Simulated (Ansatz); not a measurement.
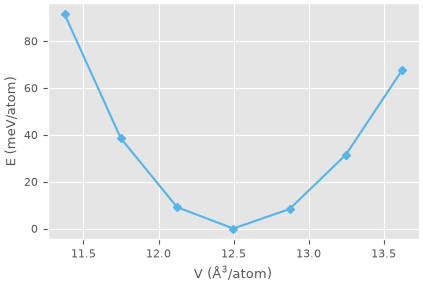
*ZrC (rock salt, Fm-3m) under volume change, DFT-LDA in the program Ansatz with PAW potentials, scaled uniformly.*

Question: What does a third-order Birch–Murnaghan fit give for V₀, B₀ and B′?

Answer: V₀ = 12.50 Å³/atom, B₀ = 247 GPa, B′ = 4.0.

The cell was relaxed with LDA under the symmetry of its start; of distortions, only those at the zone centre were tested. The run is not spin-polarised.

Potentials: the later of the program's two PAW sets.
